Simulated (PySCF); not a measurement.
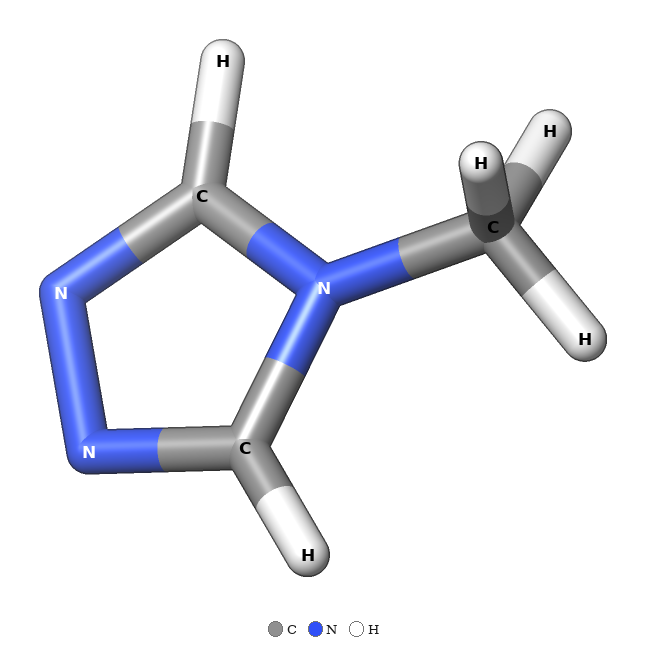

The computed structure is the end point of a PBE0-D3(BJ)/def2-SVP optimisation. No frequency run is at hand to confirm it as a minimum. Program: PySCF 2.14.0.

At this fixed geometry, give HOMO–LUMO gap (eV), dipole (D), HOMO energy (eV) at these levels: B97-2/pcSseg-2; BHandHLYP/pcSseg-2; CAM-B3LYP/pcSseg-2; LC-wPBE/pcSseg-2; WP04/pcSseg-2; ωB97X-D/pcSseg-2.

```tsv
level	HOMO–LUMO gap (eV)	dipole (D)	HOMO energy (eV)
B97-2/pcSseg-2	7.05	6.21	−7.02
BHandHLYP/pcSseg-2	9.13	6.38	−8.54
CAM-B3LYP/pcSseg-2	9.55	6.38	−8.78
LC-wPBE/pcSseg-2	12.01	6.43	−10.13
WP04/pcSseg-2	6.36	6.23	−8.39
ωB97X-D/pcSseg-2	11.07	6.34	−9.24
```
